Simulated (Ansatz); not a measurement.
# Fields on a plane of Zr (hcp, Mg type)

```
Zr
1.0
    3.18422     0.00000     0.00000
   -1.59211     2.75761     0.00000
    0.00000     0.00000     5.11671
Zr
2
Direct
  0.33333   0.66667   0.75000
  0.66667   0.33333   0.25000
```

The slice is a (-1 1 0 2) plane (indices of the conventional cell) through the point (0.667, 0.333, 0.250) (fractional), spanned by u = [110] and v = [1 -1 1] in vectors of this cell: u (3.18 Å) and v (7.52 Å, at 90° to u). It covers one period; positions are fractions (u, v).

Atoms on it: Zr at (0.00, 0.00). Other atoms lie within 1 Å of the plane.

Calculation: PBEsol (plane waves to 420 eV, PAW, scalar-relativistic; Ansatz, a first-principles code). k mesh 17×17×9. Near the nuclei the fields are pseudised (PAW); where an atom keeps semicore shells as valence, they peak there. Zr is run without spin polarisation. Zr was relaxed with its symmetry unable to fall.

```
|xxxxx03530xxxx|
|xxxx0046400xxx|
|xxxx0367630xxx|
|xx00367876300x|
|00146899986410|
|44567999997654|
|55678999998765|
|33467899987643|
|00135788875310|
|xx00357875300x|
|xxx004676400xx|
|xxxx0367630xxx|
|xxxx0267620xxx|
|xxxx0367630xxx|
|xxx004787400xx|
|xx00257875200x|
|00024678764200|
|23355666665533|
|66666555556666|
|88765433345678|
|99865321235689|
|99875310135789|
|99875321235789|
|99876433346789|
|88776655566778|
|55566777776655|
|00135778775310|
|xx00257875200x|
|xxxx0367630xxx|
|xxxx0156510xxx|
|xxxxx04540xxxx|
|xxxxx03530xxxx|
```
Scale: ten equal steps from 3.00 (start of '0') to 11.95 (end of '9'), in the order '0123456789'. Values: electrostatic potential energy of an electron, from the cell's mean, in eV. The map has 14 points along u (one character each, u = 0 at the left) and 32 along v (v = 0 in the bottom row). Points within 1 Å of a nucleus are blanked (x), as the pseudised field means little there. Values under 3 eV are set to 3. The zero, the cell's mean, hangs on the PAW cores.

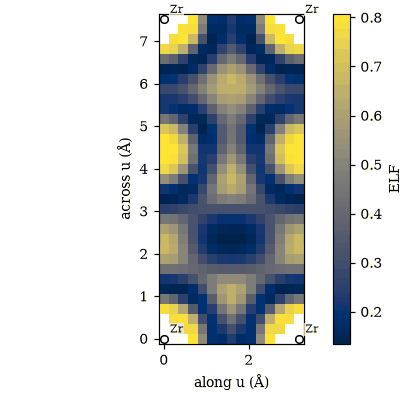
Fig. 1. Electron localisation function (ELF), one period of the plane, atoms marked. Points within 0.5 Å of a nucleus are left white, as the pseudised field means little there.

| Item | Value |
|---|---|
| Density on the Zr–Zr line (3.18 Å) at its midpoint | 0.18 e/Å³ |
| ELF at that point | 0.23 |
